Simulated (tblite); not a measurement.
# Geometry relaxation, with input and output: C$_{7}$H$_{5}$NSe (part 2 of 2)

The same run, continued: C$_{7}$H$_{5}$NSe, SMILES N#C[Se]c1ccccc1; GFN2-xTB geometry optimisation, gas phase (tblite 0.8.0). 

**Trajectory as extended XYZ, continued**
```
14
Properties=species:S:1:pos:R:3:forces:R:3 step=29 energy=-641.06788
N     3.8602    0.3043    1.3235   -0.0480  -0.0010  -0.0310
C     3.2976   -0.0474    0.3869    0.0210   0.0100   0.0350
Se    2.4469   -0.6229   -1.1121    0.0170  -0.0040   0.0260
C     0.6379   -0.2484   -0.4841    0.0150   0.0030  -0.0030
C    -0.1166   -1.2741    0.0611   -0.0040   0.0180  -0.0170
C    -1.4294   -1.0265    0.4219    0.0020   0.0220   0.0250
C    -1.9757    0.2324    0.2388   -0.0130   0.0270  -0.0310
C    -1.2049    1.2571   -0.2848    0.0270   0.0230   0.0230
C     0.1098    1.0217   -0.6487   -0.0010   0.0070  -0.0170
H     0.3140   -2.2543    0.2026    0.0170  -0.0190  -0.0340
H    -2.0254   -1.8187    0.8472   -0.0170  -0.0340   0.0000
H    -3.0080    0.4150    0.4961    0.0030   0.0050   0.0410
H    -1.6249    2.2440   -0.4128   -0.0020  -0.0180  -0.0050
H     0.7177    1.8173   -1.0578   -0.0180  -0.0390  -0.0130
14
Properties=species:S:1:pos:R:3:forces:R:3 step=31 energy=-641.06867
N     3.8397    0.3095    1.3283   -0.0240   0.0130  -0.0020
C     3.2880   -0.0439    0.3862    0.0170   0.0070   0.0390
Se    2.4487   -0.6228   -1.1155    0.0010  -0.0200  -0.0100
C     0.6384   -0.2510   -0.4905    0.0090  -0.0090   0.0170
C    -0.1158   -1.2749    0.0576   -0.0070  -0.0150  -0.0010
C    -1.4272   -1.0249    0.4239   -0.0040  -0.0030   0.0240
C    -1.9738    0.2348    0.2436    0.0050  -0.0130  -0.0450
C    -1.2010    1.2572   -0.2819    0.0130   0.0180   0.0180
C     0.1114    1.0194   -0.6509    0.0090  -0.0200  -0.0100
H     0.3163   -2.2559    0.1971   -0.0110   0.0030  -0.0320
H    -2.0239   -1.8171    0.8505    0.0030  -0.0160  -0.0100
H    -3.0075    0.4137    0.5002    0.0340   0.0250   0.0430
H    -1.6159    2.2449   -0.4099   -0.0320   0.0190  -0.0030
H     0.7220    1.8107   -1.0610   -0.0140   0.0110  -0.0280
14
Properties=species:S:1:pos:R:3:forces:R:3 step=32 energy=-641.06906
N     3.8271    0.3129    1.3311   -0.0020   0.0260   0.0280
C     3.2827   -0.0423    0.3859    0.0010  -0.0030   0.0160
Se    2.4496   -0.6236   -1.1179   -0.0040  -0.0250  -0.0170
C     0.6390   -0.2527   -0.4934    0.0000  -0.0100   0.0200
C    -0.1155   -1.2756    0.0558   -0.0050  -0.0260   0.0090
C    -1.4260   -1.0241    0.4258   -0.0040  -0.0170   0.0050
C    -1.9725    0.2358    0.2446    0.0170  -0.0270  -0.0230
C    -1.1983    1.2579   -0.2797   -0.0020   0.0040   0.0020
C     0.1126    1.0180   -0.6523    0.0090  -0.0210   0.0000
H     0.3176   -2.2567    0.1937   -0.0240   0.0080  -0.0280
H    -2.0229   -1.8170    0.8522    0.0140   0.0010  -0.0150
H    -3.0061    0.4137    0.5032    0.0430   0.0340   0.0370
H    -1.6121    2.2457   -0.4083   -0.0360   0.0260   0.0000
H     0.7239    1.8076   -1.0629   -0.0080   0.0310  -0.0340
14
Properties=species:S:1:pos:R:3:forces:R:3 step=34 energy=-641.07005
N     3.8016    0.3220    1.3390    0.0240   0.0390   0.0620
C     3.2721   -0.0384    0.3878   -0.0300  -0.0240  -0.0370
Se    2.4521   -0.6263   -1.1221   -0.0060  -0.0200   0.0070
C     0.6402   -0.2572   -0.4987   -0.0150   0.0050   0.0080
C    -0.1155   -1.2781    0.0519    0.0080  -0.0180   0.0100
C    -1.4234   -1.0232    0.4296    0.0000  -0.0320  -0.0480
C    -1.9691    0.2371    0.2462    0.0380  -0.0160   0.0460
C    -1.1926    1.2596   -0.2752   -0.0230  -0.0210  -0.0450
C     0.1153    1.0141   -0.6559    0.0020   0.0130   0.0090
H     0.3185   -2.2591    0.1826   -0.0350  -0.0180  -0.0050
H    -2.0207   -1.8169    0.8545    0.0150   0.0140  -0.0110
H    -3.0004    0.4163    0.5143    0.0500   0.0400   0.0180
H    -1.6056    2.2485   -0.4052   -0.0200   0.0000   0.0110
H     0.7267    1.8013   -1.0711   -0.0080   0.0380  -0.0270
14
Properties=species:S:1:pos:R:3:forces:R:3 step=36 energy=-641.07170
N     3.7781    0.3361    1.3524    0.0200   0.0340   0.0530
C     3.2614   -0.0311    0.3969   -0.0470  -0.0400  -0.0800
Se    2.4569   -0.6291   -1.1211   -0.0050  -0.0020   0.0640
C     0.6406   -0.2632   -0.5040   -0.0070   0.0320  -0.0210
C    -0.1166   -1.2833    0.0454    0.0190   0.0170  -0.0270
C    -1.4211   -1.0241    0.4303    0.0100  -0.0170  -0.0700
C    -1.9626    0.2386    0.2528    0.0400   0.0350   0.0920
C    -1.1877    1.2605   -0.2729   -0.0100  -0.0250  -0.0670
C     0.1174    1.0087   -0.6620   -0.0100   0.0630  -0.0150
H     0.3136   -2.2663    0.1603   -0.0220  -0.0630   0.0340
H    -2.0192   -1.8161    0.8541   -0.0090  -0.0150   0.0080
H    -2.9877    0.4244    0.5389    0.0350   0.0290  -0.0040
H    -1.5997    2.2519   -0.4020    0.0060  -0.0600   0.0200
H     0.7258    1.7926   -1.0912   -0.0180   0.0100   0.0130
14
Properties=species:S:1:pos:R:3:forces:R:3 step=37 energy=-641.07279
N     3.7572    0.3476    1.3628   -0.0670  -0.0360  -0.1220
C     3.2524   -0.0270    0.4017    0.0300   0.0230   0.0740
Se    2.4597   -0.6324   -1.1205   -0.0040   0.0080   0.0850
C     0.6407   -0.2667   -0.5086    0.0050   0.0380  -0.0320
C    -0.1166   -1.2871    0.0404    0.0160   0.0300  -0.0540
C    -1.4190   -1.0254    0.4293    0.0150   0.0030  -0.0530
C    -1.9561    0.2401    0.2600    0.0320   0.0510   0.0800
C    -1.1841    1.2605   -0.2728    0.0100  -0.0200  -0.0500
C     0.1193    1.0062   -0.6666   -0.0120   0.0620  -0.0370
H     0.3100   -2.2725    0.1456   -0.0140  -0.0660   0.0490
H    -2.0175   -1.8158    0.8543   -0.0200  -0.0280   0.0130
H    -2.9771    0.4314    0.5558    0.0170   0.0170  -0.0050
H    -1.5953    2.2532   -0.3988    0.0130  -0.0790   0.0180
H     0.7257    1.7875   -1.1047   -0.0220  -0.0010   0.0350
14
Properties=species:S:1:pos:R:3:forces:R:3 step=39 energy=-641.07466
N     3.7338    0.3612    1.3738   -0.0520  -0.0280  -0.0980
C     3.2399   -0.0203    0.4101    0.0370   0.0300   0.0840
Se    2.4637   -0.6345   -1.1145   -0.0100  -0.0070   0.0370
C     0.6409   -0.2697   -0.5157    0.0120   0.0030  -0.0350
C    -0.1161   -1.2924    0.0305   -0.0130   0.0130  -0.0570
C    -1.4165   -1.0276    0.4250    0.0120   0.0140   0.0180
C    -1.9456    0.2436    0.2731    0.0010   0.0100   0.0050
C    -1.1797    1.2592   -0.2757    0.0280  -0.0060   0.0220
C     0.1209    1.0041   -0.6749   -0.0040  -0.0040  -0.0480
H     0.3020   -2.2840    0.1286   -0.0040   0.0040   0.0370
H    -2.0163   -1.8155    0.8549   -0.0010  -0.0130  -0.0090
H    -2.9618    0.4412    0.5785   -0.0090   0.0080   0.0110
H    -1.5892    2.2523   -0.3937   -0.0030  -0.0420  -0.0020
H     0.7234    1.7818   -1.1221    0.0050   0.0200   0.0340
14
Properties=species:S:1:pos:R:3:forces:R:3 step=40 energy=-641.07521
N     3.7180    0.3660    1.3763   -0.0260  -0.0130  -0.0580
C     3.2325   -0.0189    0.4100    0.0270   0.0260   0.0720
Se    2.4640   -0.6365   -1.1152   -0.0060  -0.0190   0.0010
C     0.6416   -0.2707   -0.5201    0.0010  -0.0160  -0.0280
C    -0.1153   -1.2935    0.0265   -0.0200  -0.0070  -0.0340
C    -1.4145   -1.0277    0.4250    0.0060   0.0050   0.0260
C    -1.9417    0.2448    0.2766   -0.0120  -0.0170  -0.0130
C    -1.1764    1.2588   -0.2753    0.0180  -0.0080   0.0330
C     0.1224    1.0035   -0.6781    0.0050  -0.0270  -0.0330
H     0.3014   -2.2865    0.1270   -0.0080   0.0370   0.0210
H    -2.0145   -1.8156    0.8567    0.0150   0.0060  -0.0210
H    -2.9575    0.4436    0.5825   -0.0050   0.0080   0.0200
H    -1.5858    2.2512   -0.3906   -0.0110  -0.0090  -0.0080
H     0.7251    1.7811   -1.1234    0.0150   0.0350   0.0190
14
Properties=species:S:1:pos:R:3:forces:R:3 step=42 energy=-641.07595
N     3.6803    0.3783    1.3834    0.0220   0.0140   0.0140
C     3.2160   -0.0156    0.4112   -0.0110   0.0030   0.0090
Se    2.4654   -0.6434   -1.1184    0.0150  -0.0230  -0.0170
C     0.6429   -0.2750   -0.5307   -0.0140  -0.0200  -0.0240
C    -0.1146   -1.2963    0.0176   -0.0140  -0.0080   0.0040
C    -1.4097   -1.0276    0.4272   -0.0080  -0.0030   0.0000
C    -1.9343    0.2463    0.2828   -0.0110  -0.0180  -0.0100
C    -1.1682    1.2582   -0.2716   -0.0060  -0.0080   0.0060
C     0.1266    1.0007   -0.6856    0.0050  -0.0200   0.0010
H     0.3010   -2.2895    0.1207   -0.0060   0.0350   0.0050
H    -2.0095   -1.8157    0.8592    0.0170   0.0110  -0.0130
H    -2.9478    0.4495    0.5946    0.0060   0.0010   0.0220
H    -1.5788    2.2498   -0.3849   -0.0030   0.0130  -0.0060
H     0.7301    1.7797   -1.1278    0.0090   0.0220   0.0100
14
Properties=species:S:1:pos:R:3:forces:R:3 step=43 energy=-641.07611
N     3.6708    0.3825    1.3859    0.0300   0.0190   0.0280
C     3.2117   -0.0144    0.4127   -0.0240  -0.0060  -0.0160
Se    2.4663   -0.6460   -1.1188    0.0180  -0.0180  -0.0080
C     0.6430   -0.2767   -0.5341   -0.0110  -0.0110  -0.0240
C    -0.1150   -1.2973    0.0149   -0.0070   0.0020   0.0060
C    -1.4086   -1.0277    0.4277   -0.0110  -0.0010  -0.0110
C    -1.9325    0.2465    0.2847   -0.0060  -0.0040  -0.0060
C    -1.1660    1.2579   -0.2704   -0.0080  -0.0040  -0.0080
C     0.1277    0.9995   -0.6880    0.0000  -0.0050   0.0060
H     0.3004   -2.2900    0.1179   -0.0010   0.0160   0.0050
H    -2.0079   -1.8157    0.8590    0.0070   0.0010  -0.0030
H    -2.9445    0.4518    0.6000    0.0060  -0.0040   0.0190
H    -1.5772    2.2495   -0.3837    0.0050   0.0080  -0.0020
H     0.7311    1.7795   -1.1299    0.0010   0.0060   0.0150
14
Properties=species:S:1:pos:R:3:forces:R:3 step=45 energy=-641.07634
N     3.6701    0.3858    1.3875    0.0230   0.0180   0.0250
C     3.2100   -0.0132    0.4157   -0.0250  -0.0120  -0.0340
Se    2.4682   -0.6489   -1.1171    0.0070  -0.0060   0.0110
C     0.6422   -0.2784   -0.5379    0.0040   0.0050  -0.0140
C    -0.1163   -1.2976    0.0124    0.0050   0.0110  -0.0060
C    -1.4090   -1.0278    0.4268   -0.0060   0.0020  -0.0140
C    -1.9320    0.2465    0.2860   -0.0030   0.0150  -0.0060
C    -1.1655    1.2571   -0.2705   -0.0030   0.0060  -0.0170
C     0.1279    0.9984   -0.6902   -0.0060   0.0110   0.0010
H     0.2988   -2.2894    0.1159    0.0080  -0.0150   0.0060
H    -2.0071   -1.8160    0.8575   -0.0090  -0.0150   0.0120
H    -2.9417    0.4537    0.6067   -0.0020  -0.0050   0.0120
H    -1.5769    2.2491   -0.3840    0.0130  -0.0010   0.0030
H     0.7308    1.7802   -1.1311   -0.0070  -0.0150   0.0190
14
Properties=species:S:1:pos:R:3:forces:R:3 step=46 energy=-641.07644
N     3.6766    0.3854    1.3868    0.0150   0.0160   0.0210
C     3.2115   -0.0131    0.4170   -0.0170  -0.0110  -0.0320
Se    2.4691   -0.6492   -1.1153   -0.0040  -0.0030   0.0140
C     0.6416   -0.2785   -0.5389    0.0070   0.0080  -0.0020
C    -0.1172   -1.2972    0.0120    0.0070   0.0070  -0.0110
C    -1.4101   -1.0278    0.4257   -0.0010   0.0000  -0.0080
C    -1.9330    0.2465    0.2855   -0.0030   0.0120  -0.0080
C    -1.1666    1.2568   -0.2715   -0.0010   0.0080  -0.0110
C     0.1271    0.9984   -0.6904   -0.0060   0.0100  -0.0030
H     0.2979   -2.2887    0.1170    0.0110  -0.0180   0.0030
H    -2.0076   -1.8164    0.8566   -0.0100  -0.0130   0.0120
H    -2.9421    0.4534    0.6081   -0.0060  -0.0020   0.0070
H    -1.5776    2.2489   -0.3849    0.0110   0.0010   0.0040
H     0.7298    1.7810   -1.1298   -0.0030  -0.0140   0.0140
14
Properties=species:S:1:pos:R:3:forces:R:3 step=48 energy=-641.07652
N     3.6808    0.3852    1.3861   -0.0040   0.0040  -0.0100
C     3.2121   -0.0128    0.4175    0.0060   0.0030   0.0040
Se    2.4695   -0.6492   -1.1141   -0.0090  -0.0040   0.0060
C     0.6414   -0.2784   -0.5398    0.0000   0.0010   0.0080
C    -0.1175   -1.2970    0.0114   -0.0010  -0.0060  -0.0050
C    -1.4109   -1.0279    0.4246    0.0010  -0.0030  -0.0020
C    -1.9339    0.2467    0.2847   -0.0030  -0.0040  -0.0050
C    -1.1674    1.2568   -0.2726   -0.0030   0.0010  -0.0010
C     0.1264    0.9984   -0.6907   -0.0030  -0.0010  -0.0030
H     0.2977   -2.2889    0.1182    0.0060  -0.0030  -0.0030
H    -2.0082   -1.8167    0.8569    0.0010   0.0020   0.0020
H    -2.9428    0.4529    0.6088   -0.0030   0.0020   0.0020
H    -1.5771    2.2492   -0.3851    0.0040   0.0080   0.0030
H     0.7293    1.7811   -1.1281    0.0070   0.0000   0.0030
14
Properties=species:S:1:pos:R:3:forces:R:3 step=49 energy=-641.07653
N     3.6800    0.3857    1.3861   -0.0060   0.0020  -0.0140
C     3.2116   -0.0126    0.4174    0.0100   0.0060   0.0110
Se    2.4693   -0.6494   -1.1139   -0.0070  -0.0050   0.0020
C     0.6414   -0.2784   -0.5399   -0.0050  -0.0020   0.0080
C    -0.1174   -1.2972    0.0109   -0.0040  -0.0080  -0.0010
C    -1.4108   -1.0279    0.4244   -0.0010  -0.0030  -0.0020
C    -1.9339    0.2467    0.2845   -0.0020  -0.0070  -0.0030
C    -1.1674    1.2569   -0.2728   -0.0040  -0.0020   0.0000
C     0.1263    0.9983   -0.6909   -0.0010  -0.0040   0.0000
H     0.2980   -2.2892    0.1181    0.0030   0.0030  -0.0040
H    -2.0081   -1.8167    0.8572    0.0040   0.0060  -0.0010
H    -2.9427    0.4530    0.6092    0.0010   0.0020   0.0000
H    -1.5766    2.2495   -0.3847    0.0030   0.0080   0.0020
H     0.7296    1.7809   -1.1278    0.0080   0.0030   0.0010
14
Properties=species:S:1:pos:R:3:forces:R:3 step=51 energy=-641.07657
N     3.6782    0.3875    1.3859   -0.0020   0.0040  -0.0080
C     3.2108   -0.0122    0.4174    0.0050   0.0050   0.0060
Se    2.4687   -0.6507   -1.1133    0.0000  -0.0040  -0.0020
C     0.6412   -0.2787   -0.5401   -0.0070  -0.0040   0.0020
C    -0.1176   -1.2980    0.0099   -0.0050  -0.0030   0.0050
C    -1.4108   -1.0283    0.4239   -0.0050   0.0000  -0.0020
C    -1.9340    0.2465    0.2840    0.0030  -0.0020   0.0020
C    -1.1674    1.2570   -0.2731   -0.0010  -0.0030   0.0000
C     0.1262    0.9980   -0.6915    0.0030  -0.0030   0.0050
H     0.2988   -2.2896    0.1175   -0.0020   0.0060  -0.0050
H    -2.0078   -1.8166    0.8577    0.0030   0.0050  -0.0030
H    -2.9423    0.4534    0.6105    0.0050  -0.0020  -0.0040
H    -1.5754    2.2505   -0.3840    0.0000  -0.0010   0.0020
H     0.7306    1.7806   -1.1271    0.0030   0.0010   0.0010
```

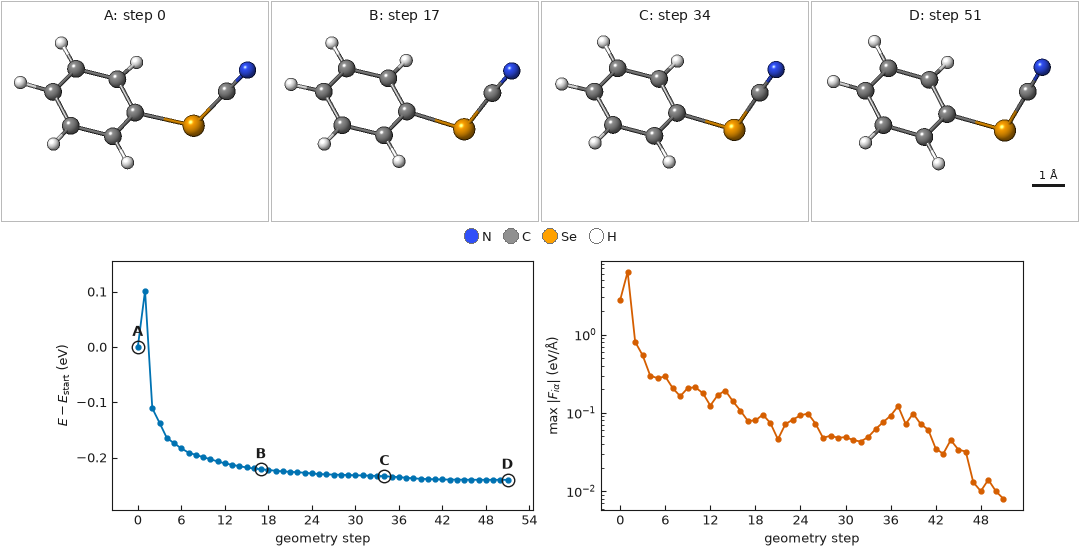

Frames of the relaxation (ball-and-stick view, seen at a tilt) above the curves, on which the letters mark them (steps are counted from 0).

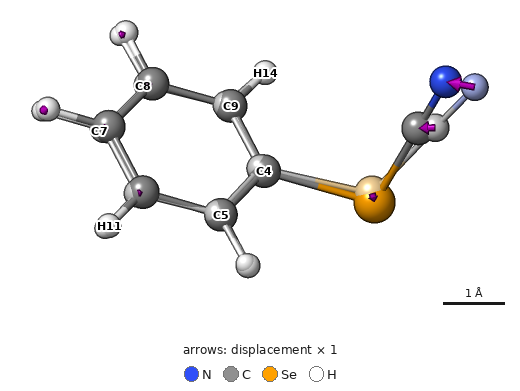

Start (faint) and end (solid) with the displacements as pink arrows, at true length (ball-and-stick view, seen at a tilt). The two geometries are laid on each other by the best rigid fit. The atom that moves furthest after the best rigid fit is N1 (0.49 Å). By element the largest moves are N 0.49 Å, C 0.29 Å, Se 0.16 Å, H 0.14 Å. Distances before and after: C2–Se3 1.898 → 1.817 Å, N1–C2 1.176 → 1.147 Å, C4–C5 1.406 → 1.385 Å, C4–C9 1.366 → 1.385 Å. Among the angles that change: C2–Se3–C4 106.2° → 93.9°, C8–C9–H14 123.3° → 120.6°, C4–C9–H14 117.9° → 120.2°. The energy falls by 0.240 eV in 51 geometry steps. Largest force component: 2.8 eV/Å at the start, 0.008 eV/Å at the end. (Atoms are counted from 1 in the order of the input.)

This output came from the following input.

**Input**
```
{"job": {"kind": "relax", "xc": "GFN2-xTB", "basis": "xTB"}, "charge": 0, "multiplicity": 1}
N      4.161700     0.276800     1.367700
C      3.494800    -0.027500     0.448400
Se     2.432400    -0.518200    -1.045500
C      0.581500    -0.237000    -0.512000
C     -0.163600    -1.290500     0.047500
C     -1.493300    -1.043600     0.415900
C     -2.012100     0.235500     0.234800
C     -1.243700     1.251300    -0.298400
C      0.062000     1.015700    -0.678700
H      0.265300    -2.279300     0.175600
H     -2.073500    -1.853300     0.839500
H     -3.039400     0.470100     0.517900
H     -1.674000     2.223400    -0.424300
H      0.701300     1.776000    -1.110600
```

The first line tells a small driver script what to run in tblite; the rest is the geometry in Å.

Launched with:
```bash
OMP_NUM_THREADS=1 python <driver script> task.json out
```

**Key numbers**

```tsv
quantity	value
outcome	converged
total energy	−641.0766 eV
hardware	1 CPU thread, shared host
peak memory	0.18 GiB
```
